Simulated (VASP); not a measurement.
Band structure of Mo (bcc). Calculation: PBE GGA with D3 dispersion (zero damping), VASP's PBE PAW potentials (set 64) (plane waves; VASP).

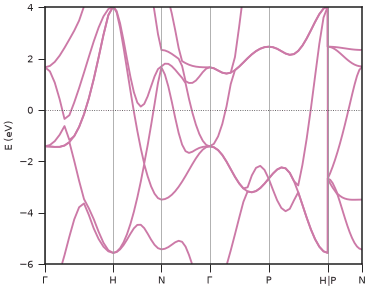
Figure. Bands along high-symmetry lines, zero at the valence-band maximum or, without a gap, the Fermi level

Q: Read the plot: is there a gap, and where are the band edges?

A: It has no gap at this level: it comes out as a metal or semimetal. (Edges off the drawn lines would not show.)

The compound is Mo in the bcc structure. It was relaxed first.
